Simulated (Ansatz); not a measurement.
# CH6Ge + HBr: a complex and its separated parts, part 2 of 2

Ansatz 0.2.0, Gaussian basis.

### 13 CAM-B3LYP-D4/def2-TZVPP

The inputs:

parta/in.yaml

```yaml
crystal:
  periodic: [false, false, false]
  atoms:
    - {symbol: Ge, position_ang: [-0.659042, 0.955687, 0.240893]}
    - {symbol: C, position_ang: [0.181450, -0.620757, 1.029284]}
    - {symbol: H, position_ang: [-0.418879, 0.988898, -1.279175]}
    - {symbol: H, position_ang: [-2.177059, 0.938935, 0.495356]}
    - {symbol: H, position_ang: [-0.074769, 2.240121, 0.855926]}
    - {symbol: H, position_ang: [1.256812, -0.606218, 0.848431]}
    - {symbol: H, position_ang: [-0.233467, -1.529300, 0.591427]}
    - {symbol: H, position_ang: [0.009235, -0.642485, 2.105939]}
basis:
  gaussian: {orbitals: def2-TZVPP}
hamiltonian: {xc: {name: CAM-B3LYP}, dispersion: d4}
```

partb/in.yaml

```yaml
crystal:
  periodic: [false, false, false]
  atoms:
    - {symbol: H, position_ang: [0.651024, -0.340355, -2.186467]}
    - {symbol: Br, position_ang: [1.464696, -1.384626, -2.701612]}
basis:
  gaussian: {orbitals: def2-TZVPP}
hamiltonian: {xc: {name: CAM-B3LYP}, dispersion: d4}
```

Each run has its own folder and the same command.

Launch:

```bash
> ansatz run in.yaml --threads 8 --pin off --events-out ev --progress --plain --max-ram 19148MiB
```

Output in parta (excerpt; [...] marks lines left out):

```text
Functional definition: CAM-B3LYP
  name "CAM-B3LYP"
  cite "Yanai, Tew & Handy, Chem. Phys. Lett. 393, 51 (2004) doi:10.1016/j.cplett.2004.06.011"
  cite "Iikura, Tsuneda, Yanai & Hirao, J. Chem. Phys. 115, 3540 (2001) doi:10.1063/1.1383587"
  cite "Becke, Phys. Rev. A 38, 3098 (1988) doi:10.1103/PhysRevA.38.3098"
  cite "Lee, Yang & Parr, Phys. Rev. B 37, 785 (1988) doi:10.1103/PhysRevB.37.785"
[...]
923 factors; their error is unknown
246 factors; integrals over basis functions are off by at most 9.7e-6 eV
[...]
mean field -57656.05998614 eV, -2118.8211238096 hartree, gradient 7.7e-5 eV, S^2 0.000000; 0 other end points of the search recorded, 0 dependent functions left out
reference -57656.06010674 eV, -2118.8211282416 hartree; 22, 22 occupied and 141, 141 virtual orbitals, 923 factors
Total energy: -57656.14535976 eV, -2118.8242612321 hartree
```

partb printed (excerpt; [...] marks lines left out):

```text
[... 6 set-up lines as earlier in the session ...]
[...]
  # Exact exchange under (alpha + beta erf(omega r))/r, Becke's under what is left of 1/r.
[...]
472 factors; their error is unknown
81 factors; integrals over basis functions are off by at most 1.2e-4 eV
[...]
mean field -70066.16345694 eV, -2574.8840144911 hartree, gradient 3.1e-5 eV, S^2 0.000000; 0 other end points of the search recorded, 0 dependent functions left out
reference -70066.16353364 eV, -2574.8840173097 hartree; 18, 18 occupied and 44, 44 virtual orbitals, 472 factors
Total energy: -70066.16901133 eV, -2574.8842186112 hartree
```

Wall times: 0.85 s (parta), 0.25 s (partb) on 8 threads of Arm Neoverse V1, shared host.

### 14 wB97X-V/def2-TZVPP

Each input of step 13 (parta, partb) changes in the same lines:

```diff
-hamiltonian: {xc: {name: CAM-B3LYP}, dispersion: d4}
+hamiltonian: {xc: {name: wB97X-V}}
```

Each run has its own folder and the same command.

Launch:

```bash
> ansatz run in.yaml --threads 8 --pin off --events-out ev --progress --plain --max-ram 19148MiB
```

parta printed (excerpt; [...] marks lines left out):

```text
Functional definition: wB97X-V
  name "wB97X-V"
  cite "Mardirossian & Head-Gordon, Phys. Chem. Chem. Phys. 16, 9904 (2014) doi:10.1039/C3CP54374A"
[... 2 set-up lines as earlier in the session ...]
[...]
      + integral(e_c_pw_opposite_spin*poly(b97_u_opposite, cos0, cos1)) + vv10(b, c)
923 factors; their error is unknown
229 factors; integrals over basis functions are off by at most 8.7e-6 eV
[...]
mean field -57648.00475814 eV, -2118.5250996406 hartree, gradient 6.5e-5 eV, S^2 0.000000; 0 other end points of the search recorded, 0 dependent functions left out
reference -57648.00475633 eV, -2118.5250995739 hartree; 22, 22 occupied and 141, 141 virtual orbitals, 923 factors
Total energy: -57648.00475633 eV, -2118.5250995739 hartree
```

Log of partb (excerpt; [...] marks lines left out):

```text
[... 5 set-up lines as earlier in the session ...]
[...]
      + integral(e_c_pw_opposite_spin*poly(b97_u_opposite, cos0, cos1)) + vv10(b, c)
472 factors; their error is unknown
72 factors; integrals over basis functions are off by at most 1.1e-4 eV
[...]
mean field -70056.29632227 eV, -2574.5214039801 hartree, gradient 1.2e-5 eV, S^2 0.000000; 0 other end points of the search recorded, 0 dependent functions left out
reference -70056.29632120 eV, -2574.5214039410 hartree; 18, 18 occupied and 44, 44 virtual orbitals, 472 factors
Total energy: -70056.29632120 eV, -2574.5214039410 hartree
```

Times: 2 s (parta), 0.45 s (partb) on 8 threads of Arm Neoverse V1, shared host.

### 15 wB97M-V/def2-TZVPP

The same edit goes into each in.yaml of step 14 (parta, partb):

```diff
-hamiltonian: {xc: {name: wB97X-V}}
+hamiltonian: {xc: {name: wB97M-V}}
```

The same command starts each run, in its folder.

Launch:

```bash
> ansatz run in.yaml --threads 8 --pin off --events-out ev --progress --plain --max-ram 19148MiB
```

parta printed (excerpt; [...] marks lines left out):

```text
Functional definition: wB97M-V
  name "wB97M-V"
  cite "Mardirossian & Head-Gordon, J. Chem. Phys. 144, 214110 (2016) doi:10.1063/1.4952647"
[... 2 set-up lines as earlier in the session ...]
  # Of w^i u^j: cxij and so on, Table III.
[...]
  gx(w, u) = 1 - cx + cx01*u + cx10*w
[...]
      + integral(e_c_pw_mod_opposite_spin*gos(b97_w_opposite, b97_u_opposite)) + vv10(b, c)
920 factors; their error is unknown
229 factors; integrals over basis functions are off by at most 8.7e-6 eV
[...]
mean field -57649.15085160 eV, -2118.5672177984 hartree, gradient 1.3e-5 eV, S^2 0.000000; 0 other end points of the search recorded, 0 dependent functions left out
reference -57649.15089541 eV, -2118.5672194085 hartree; 22, 22 occupied and 141, 141 virtual orbitals, 920 factors
Total energy: -57649.15089541 eV, -2118.5672194085 hartree
```

partb printed (excerpt; [...] marks lines left out):

```text
[... 5 set-up lines as earlier in the session ...]
  # Of w^i u^j: cxij and so on, Table III.
[...]
  gx(w, u) = 1 - cx + cx01*u + cx10*w
[...]
      + integral(e_c_pw_mod_opposite_spin*gos(b97_w_opposite, b97_u_opposite)) + vv10(b, c)
467 factors; their error is unknown
72 factors; integrals over basis functions are off by at most 1.1e-4 eV
[...]
mean field -70058.67557239 eV, -2574.6088398093 hartree, gradient 8.6e-6 eV, S^2 0.000000; 0 other end points of the search recorded, 0 dependent functions left out
reference -70058.67559819 eV, -2574.6088407577 hartree; 18, 18 occupied and 44, 44 virtual orbitals, 467 factors
Total energy: -70058.67559819 eV, -2574.6088407577 hartree
```

Wall times: 2.3 s (parta), 0.5 s (partb) on 8 threads of Arm Neoverse V1, shared host.

### 16 B2PLYP/def2-TZVPP

Each input of step 15 (parta, partb) changes in the same lines:

```diff
-hamiltonian: {xc: {name: wB97M-V}}
+hamiltonian: {xc: {name: B2PLYP}}
```

The same command starts each run, in its folder.

Launch:

```bash
> ansatz run in.yaml --threads 8 --pin off --events-out ev --progress --plain --max-ram 19148MiB
```

Output in parta (excerpt; [...] marks lines left out):

```text
Functional definition: B2PLYP
  name "B2PLYP"
  cite "Grimme, J. Chem. Phys. 124, 034108 (2006) doi:10.1063/1.2148954"
[... 2 set-up lines as earlier in the session ...]
[...]
951 factors; integrals over basis functions are off by at most 1.1e-3 eV
[...]
mean field -57638.16275319 eV, -2118.1634126300 hartree, gradient 2.9e-6 eV, S^2 0.000000; 0 other end points of the search recorded, 0 dependent functions left out
10 core orbitals not correlated: weight in the atoms' cores, before any rotation towards them, 1.000 or more for the frozen orbitals, at most 0.000 for the correlated occupied ones
reference -57638.16290976 eV, -2118.1634183836 hartree; 12, 12 occupied and 141, 141 virtual orbitals, 951 factors
second order -15.00821203 eV of doubles, -0.00000000 eV of singles
Total energy: -57642.21512701 eV, -2118.3123346208 hartree
```

Output in partb (excerpt; [...] marks lines left out):

```text
[... 5 set-up lines as earlier in the session ...]
[...]
399 factors; integrals over basis functions are off by at most 1.5e-3 eV
[...]
mean field -70049.78223913 eV, -2574.2820158402 hartree, gradient 1.6e-6 eV, S^2 0.000000; 0 other end points of the search recorded, 0 dependent functions left out
9 core orbitals not correlated: weight in the atoms' cores, before any rotation towards them, 1.000 or more for the frozen orbitals, at most 0.000 for the correlated occupied ones
reference -70049.78233987 eV, -2574.2820195422 hartree; 9, 9 occupied and 44, 44 virtual orbitals, 399 factors
second order -9.24619892 eV of doubles, -0.00000000 eV of singles
Total energy: -70052.27881357 eV, -2574.3737632589 hartree
```

They took 1.2 s (parta), 0.35 s (partb) on 8 threads of Arm Neoverse V1, shared host.

### 17 PBE-QIDH/def2-TZVPP

The same edit goes into each in.yaml of step 16 (parta, partb):

```diff
-hamiltonian: {xc: {name: B2PLYP}}
+hamiltonian: {xc: {name: PBE-QIDH}}
```

One command serves all of them, each in its own folder.

Launch:

```bash
> ansatz run in.yaml --threads 8 --pin off --events-out ev --progress --plain --max-ram 19148MiB
```

parta printed (excerpt; [...] marks lines left out):

```text
Functional definition: PBE-QIDH
  name "PBE-QIDH"
  cite "Brémond, Sancho-García, Pérez-Jiménez & Adamo, J. Chem. Phys. 141, 031101 (2014) doi:10.1063/1.4890314"
[... 1 set-up line as earlier in the session ...]
[...]
951 factors; integrals over basis functions are off by at most 1.1e-3 eV
[...]
mean field -57631.21412033 eV, -2117.9080550823 hartree, gradient 2.9e-6 eV, S^2 0.000000; 0 other end points of the search recorded, 0 dependent functions left out
10 core orbitals not correlated: weight in the atoms' cores, before any rotation towards them, 1.000 or more for the frozen orbitals, at most 0.000 for the correlated occupied ones
reference -57631.21413197 eV, -2117.9080555099 hartree; 12, 12 occupied and 141, 141 virtual orbitals, 951 factors
second order -13.94855600 eV of doubles, -0.00000000 eV of singles
Total energy: -57635.86365064 eV, -2118.0789221694 hartree
```

partb printed (excerpt; [...] marks lines left out):

```text
[... 4 set-up lines as earlier in the session ...]
[...]
399 factors; integrals over basis functions are off by at most 1.5e-3 eV
[...]
mean field -70043.31095873 eV, -2574.0442006721 hartree, gradient 9.0e-7 eV, S^2 0.000000; 0 other end points of the search recorded, 0 dependent functions left out
9 core orbitals not correlated: weight in the atoms' cores, before any rotation towards them, 1.000 or more for the frozen orbitals, at most 0.000 for the correlated occupied ones
reference -70043.31096585 eV, -2574.0442009338 hartree; 9, 9 occupied and 44, 44 virtual orbitals, 399 factors
second order -8.68132246 eV of doubles, -0.00000000 eV of singles
Total energy: -70046.20474001 eV, -2574.1505451724 hartree
```

Wall times: 1.2 s (parta), 0.35 s (partb) on 8 threads of Arm Neoverse V1, shared host.

### 18 RPA on PBE/def2-TZVPP

Each input of step 17 (parta, partb) changes in the same lines:

```diff
-hamiltonian: {xc: {name: PBE-QIDH}}
+hamiltonian: {xc: pbe}
+correlation: {method: rpa}
```

One command serves all of them, each in its own folder.

Launch:

```bash
> ansatz run in.yaml --threads 8 --pin off --events-out ev --progress --plain --max-ram 19148MiB
```

Log of parta (excerpt; [...] marks lines left out):

```text
[... 4 set-up lines as earlier in the session ...]
[...]
951 factors; integrals over basis functions are off by at most 1.1e-3 eV
[...]
mean field -57642.97363969 eV, -2118.3402094476 hartree, gradient 3.9e-6 eV, S^2 0.000000; 0 other end points of the search recorded, 0 dependent functions left out
10 core orbitals not correlated: weight in the atoms' cores, before any rotation towards them, 1.000 or more for the frozen orbitals, at most 0.000 for the correlated occupied ones
reference -57598.34485780 eV, -2116.7001319637 hartree; 12, 12 occupied and 141, 141 virtual orbitals, 951 factors
Total energy: -57619.41367555 eV, -2117.4743967350 hartree
```

partb printed (excerpt; [...] marks lines left out):

```text
[... 4 set-up lines as earlier in the session ...]
[...]
399 factors; integrals over basis functions are off by at most 1.5e-3 eV
[...]
mean field -70052.13667353 eV, -2574.3685397085 hartree, gradient 5.0e-6 eV, S^2 0.000000; 0 other end points of the search recorded, 0 dependent functions left out
9 core orbitals not correlated: weight in the atoms' cores, before any rotation towards them, 1.000 or more for the frozen orbitals, at most 0.000 for the correlated occupied ones
reference -70014.55938990 eV, -2572.9876000061 hartree; 9, 9 occupied and 44, 44 virtual orbitals, 399 factors
Total energy: -70026.49301366 eV, -2573.4261525901 hartree
```

Wall times: 1.1 s (parta), 0.3 s (partb) on 8 threads of Arm Neoverse V1, shared host.

### 19 CCSD(T)/def2-TZVPP

The same edit goes into each in.yaml of step 18 (parta, partb):

```diff
-hamiltonian: {xc: pbe}
-correlation: {method: rpa}
+correlation: {method: ccsd_t}
```

The same command starts each run, in its folder.

Launch:

```bash
> ansatz run in.yaml --threads 8 --pin off --events-out ev --progress --plain --max-ram 19148MiB
```

Output in parta (excerpt; [...] marks lines left out):

```text
Functional definition: HF
  name "HF"
  cite "Fock, Z. Phys. 61, 126 (1930) doi:10.1007/BF01340294"
[... 1 set-up line as earlier in the session ...]
[...]
951 factors; integrals over basis functions are off by at most 1.1e-3 eV
[...]
mean field -57599.36907442 eV, -2116.7377712303 hartree, gradient 2.2e-6 eV, S^2 0.000000; 0 other end points of the search recorded, 0 dependent functions left out
10 core orbitals not correlated: weight in the atoms' cores, before any rotation towards them, 1.000 or more for the frozen orbitals, at most 0.000 for the correlated occupied ones
reference -57599.36907442 eV, -2116.7377712303 hartree; 12, 12 occupied and 141, 141 virtual orbitals, 951 factors
second order -12.37883125 eV of doubles, -0.00000000 eV of singles
cycle   1  -12.71085565 eV  change   -3.3e-1 eV  update   8.0e-2
[...]
cycle   8  -13.17074525 eV  change   -6.3e-6 eV  update   1.4e-5
perturbative correction -0.43788267 eV, -0.0160918914 hartree
Total energy: -57612.97770234 eV, -2117.2378790823 hartree
```

Log of partb (excerpt; [...] marks lines left out):

```text
[... 4 set-up lines as earlier in the session ...]
[...]
399 factors; integrals over basis functions are off by at most 1.5e-3 eV
[...]
mean field -70014.93832091 eV, -2573.0015254637 hartree, gradient 1.4e-6 eV, S^2 0.000000; 0 other end points of the search recorded, 0 dependent functions left out
9 core orbitals not correlated: weight in the atoms' cores, before any rotation towards them, 1.000 or more for the frozen orbitals, at most 0.000 for the correlated occupied ones
reference -70014.93832091 eV, -2573.0015254637 hartree; 9, 9 occupied and 44, 44 virtual orbitals, 399 factors
second order -7.83906925 eV of doubles, -0.00000000 eV of singles
cycle   1  -7.92765220 eV  change   -8.9e-2 eV  update   4.5e-2
[...]
cycle   7  -8.11359781 eV  change   -4.8e-6 eV  update   1.2e-5
perturbative correction -0.24160193 eV, -0.0088787073 hartree
Total energy: -70023.29352065 eV, -2573.3085733910 hartree
```

Wall times: 9.5 s (parta), 0.35 s (partb) on 8 threads of Arm Neoverse V1, shared host; peak memory 1.3 GiB.

### 20 Vibrations of CH6Ge

Input file vib-parta/in.yaml:

```yaml
crystal:
  periodic: [false, false, false]
  atoms:
    - {symbol: Ge, position_ang: [-0.659042, 0.955687, 0.240893]}
    - {symbol: C, position_ang: [0.181450, -0.620757, 1.029284]}
    - {symbol: H, position_ang: [-0.418879, 0.988898, -1.279175]}
    - {symbol: H, position_ang: [-2.177059, 0.938935, 0.495356]}
    - {symbol: H, position_ang: [-0.074769, 2.240121, 0.855926]}
    - {symbol: H, position_ang: [1.256812, -0.606218, 0.848431]}
    - {symbol: H, position_ang: [-0.233467, -1.529300, 0.591427]}
    - {symbol: H, position_ang: [0.009235, -0.642485, 2.105939]}
basis:
  gaussian: {orbitals: def2-TZVP}
hamiltonian: {xc: pbe0, dispersion: d4}
phonons: {temperatures: {t_min: 298.15, t_max: 900, t_step: 200}}
```

Launch:

```bash
> ansatz run in.yaml --threads 8 --pin off --events-out ev --progress --plain --max-ram 19148MiB
```

The log of the run (excerpt; [...] marks lines left out):

```text
[... 5 set-up lines as earlier in the session ...]
[...]
845 factors; their error is unknown
[...]
mean field -57644.80042013 eV, -2118.4073423908 hartree, gradient 4.0e-5 eV, S^2 0.000000; 0 other end points of the search recorded, 0 dependent functions left out
[...]
Atom 5 at     1.256812    -0.606218     0.848431 Å, force     0.000593     0.000173    -0.000210 eV/Å
Atom 6 at    -0.233467    -1.529300     0.591427 Å, force    -0.000413    -0.000374    -0.000280 eV/Å
Atom 7 at     0.009235    -0.642485     2.105939 Å, force    -0.000171     0.000194     0.000690 eV/Å
Dipole moment:     0.064993    -0.121901     0.060961 e Å
Vibrations: 163.69 490.11 490.16 609.77 842.17 846.16 846.19 899.85 899.87 1266.77 1458.34 1458.37 2147.65 2148.21 2148.24 3066.62 3158.01 3158.04 cm⁻¹, zero-point energy 1.617882 eV
```

Wall time 20 s (8 threads of Arm Neoverse V1, shared host).

The modes, with what each moves most:

| mode | wavenumber (cm⁻¹) | character |
| --- | --- | --- |
| 1 | 164 | torsion |
| 2 | 490 | bend |
| 3 | 490 | bend |
| 4 | 610 | Ge–C stretch |
| 5 | 842 | bend |
| 6 | 846 | bend with wag or twist |
| 7 | 846 | bend with wag or twist |
| 8 | 900 | bend |
| 9 | 900 | bend |
| 10 | 1267 | bend |
| 11 | 1458 | bend |
| 12 | 1458 | bend |
| 13 | 2148 | Ge–H stretch |
| 14 | 2148 | Ge–H stretch |
| 15 | 2148 | Ge–H stretch |
| 16 | 3067 | C–H stretch |
| 17 | 3158 | C–H stretch |
| 18 | 3158 | C–H stretch |

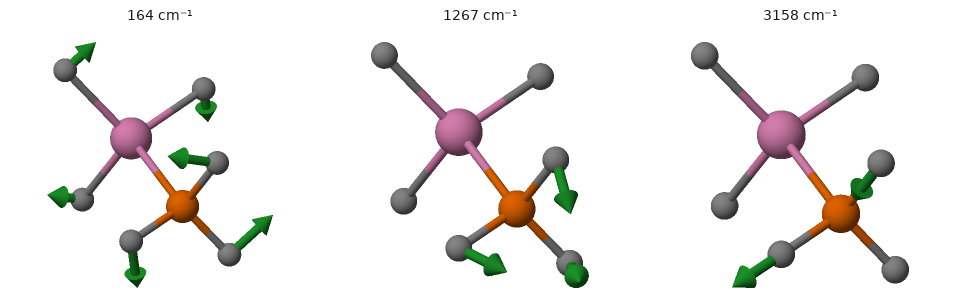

How the atoms move in 3 of the modes.

Vibrational sums (real modes only):

| T (K) | entropy (J/mol/K) | heat capacity (J/mol/K) |
| --- | --- | --- |
| 298 | 21.6 | 35.7 |
| 498 | 47.0 | 63.7 |
| 698 | 71.8 | 83.6 |
| 898 | 94.7 | 98.3 |

### 21 Vibrations of HBr

Input file vib-partb/in.yaml:

```yaml
crystal:
  periodic: [false, false, false]
  atoms:
    - {symbol: H, position_ang: [0.651024, -0.340355, -2.186467]}
    - {symbol: Br, position_ang: [1.464696, -1.384626, -2.701612]}
basis:
  gaussian: {orbitals: def2-TZVP}
hamiltonian: {xc: pbe0, dispersion: d4}
phonons: {temperatures: {t_min: 298.15, t_max: 900, t_step: 200}}
```

Launch:

```bash
> ansatz run in.yaml --threads 8 --pin off --events-out ev --progress --plain --max-ram 19148MiB
```

The log of the run (excerpt; [...] marks lines left out):

```text
[... 5 set-up lines as earlier in the session ...]
[...]
457 factors; their error is unknown
[...]
mean field -70054.57278216 eV, -2574.4580650495 hartree, gradient 2.1e-5 eV, S^2 0.000000; 0 other end points of the search recorded, 0 dependent functions left out
[...]
reference -70054.57271797 eV, -2574.4580626906 hartree; 18, 18 occupied and 36, 36 virtual orbitals, 457 factors
Total energy: -70054.57831875 eV, -2574.4582685156 hartree
Atom 0 at     0.651024    -0.340355    -2.186467 Å, force    -0.000097     0.000125     0.000061 eV/Å
Atom 1 at     1.464696    -1.384626    -2.701612 Å, force     0.000097    -0.000125    -0.000061 eV/Å
Dipole moment:    -0.113607     0.145803     0.071926 e Å
Vibrations: 2667.51 cm⁻¹, zero-point energy 0.165364 eV
```

Run time: 1.7 s. Hardware: 8 threads of Arm Neoverse V1, shared host.

The modes, with what each moves most:

| mode | wavenumber (cm⁻¹) | character |
| --- | --- | --- |
| 1 | 2668 | Br–H stretch |

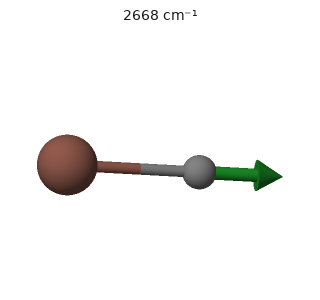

How the atoms move in 1 of the modes.

Vibrational sums (real modes only):

| T (K) | entropy (J/mol/K) | heat capacity (J/mol/K) |
| --- | --- | --- |
| 298 | 0.0 | 0.0 |
| 498 | 0.0 | 0.2 |
| 698 | 0.2 | 1.0 |
| 898 | 0.6 | 2.2 |

### 22 Complex less separated parts

The complex's own energies come from single points at the same levels.

Rows are in def2-TZVPP; times add the 3 runs of a level on a shared host, so small differences are noise.

Differences are taken before rounding.

| method | rung | complex less parts (kJ/mol) | from CCSD(T) (kJ/mol) | time |
| --- | --- | --- | --- | --- |
| SPW92 | LDA | -16.6 | -9.5 | 2 s |
| PBE-D4 | GGA | -10.9 | -3.7 | 2.7 s |
| BLYP-D4 | GGA | -8.7 | -1.6 | 3.1 s |
| r2SCAN-D4 | meta-GGA | -7.7 | -0.5 | 4.8 s |
| B97M-V | meta-GGA | -8.1 | -1.0 | 9.4 s |
| PBE0-D4 | hybrid | -9.1 | -2.0 | 3.5 s |
| B3LYP-D4 | hybrid | -8.4 | -1.3 | 3.6 s |
| r2SCAN0-D4 | hybrid | -7.3 | -0.2 | 5.5 s |
| BHLYP-D4 | hybrid | -7.9 | -0.8 | 3.4 s |
| CAM-B3LYP-D4 | range-separated hybrid | -7.8 | -0.7 | 4.3 s |
| wB97X-V | range-separated hybrid | -6.9 | +0.3 | 7.9 s |
| wB97M-V | range-separated hybrid | -6.9 | +0.3 | 8.8 s |
| B2PLYP | double hybrid | -4.0 | +3.2 | 5.5 s |
| PBE-QIDH | double hybrid | -5.8 | +1.3 | 5.6 s |
| RPA on PBE | RPA | -4.2 | +2.9 | 4.9 s |
| Hartree-Fock | wavefunction | 4.8 | +11.9 |  |
| MP2 | wavefunction | -8.5 | -1.4 |  |
| CCSD | wavefunction | -5.4 | +1.7 |  |
| CCSD(T) | wavefunction | -7.1 | 0 | 1.9 min |

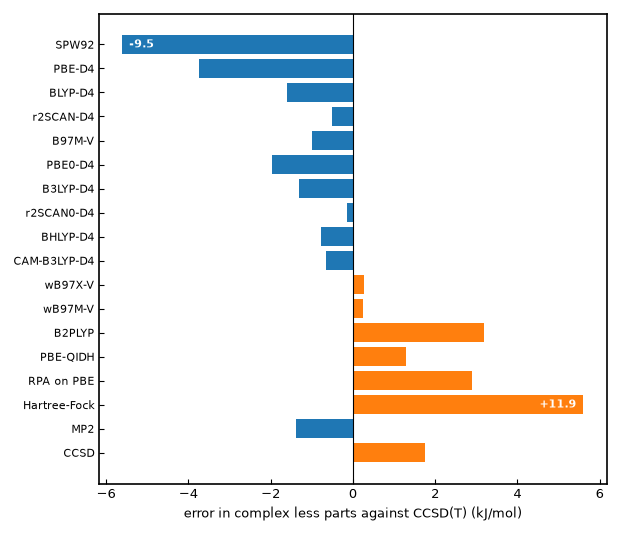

Deviations from CCSD(T), method by method. Bars with a number in them are cut short.

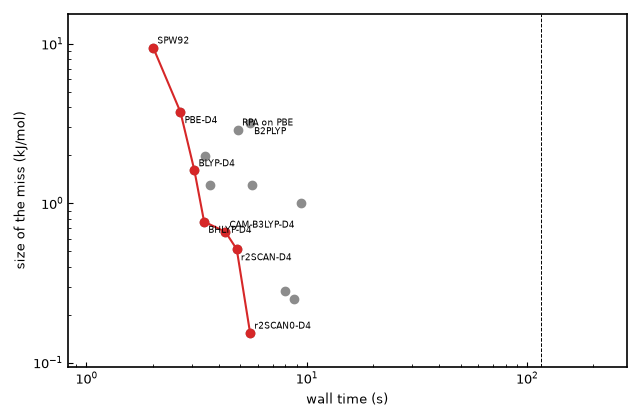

Miss against cost. Red marks the levels that no quicker level drawn beats (of those quicker than the yardstick), and the dashed line is the time of CCSD(T). Only those levels and the largest misses are named. Times are from a shared host.

r2SCAN0-D4 reaches 0.2 kJ/mol from the reference in 5.5 s, where CCSD(T) took 1.9 min; the quickest level in the cost chart, SPW92, takes 2 s and misses by 9.5 kJ/mol.

The complex's zero-point energy, from a separate PBE0-D4 run, is 1.814 eV.

### 23 Summary of results

The summary covers parts 1 to 2.

| quantity | value |
| --- | --- |
| complex less parts, CCSD(T)/def2-TZVPP | -7.1 kJ/mol |
| with zero-point energy | -4.2 kJ/mol |
| largest T1 diagnostic | 0.010 |

At CCSD(T) the complex lies 7.1 kJ/mol below its parts. Among the functionals r2SCAN0-D4 lands nearest to CCSD(T) (-0.2 kJ/mol) and SPW92 farthest (-9.5 kJ/mol). By rung, the mean size of the error is: LDA 9.5, GGA 2.7, meta-GGA 0.8, hybrid 1.0, range-separated hybrid 0.4, double hybrid 2.2 kJ/mol. The double hybrids carry no dispersion term here, unlike the levels marked D4 or V. PBE-D4 gives a relative energy 3.7 kJ/mol too low, an error of 52 % of the reference. No counterpoise was applied, and triple zeta lacks some correlation, so the CCSD(T) reference has a basis error of its own, and close matches with it are partly luck.
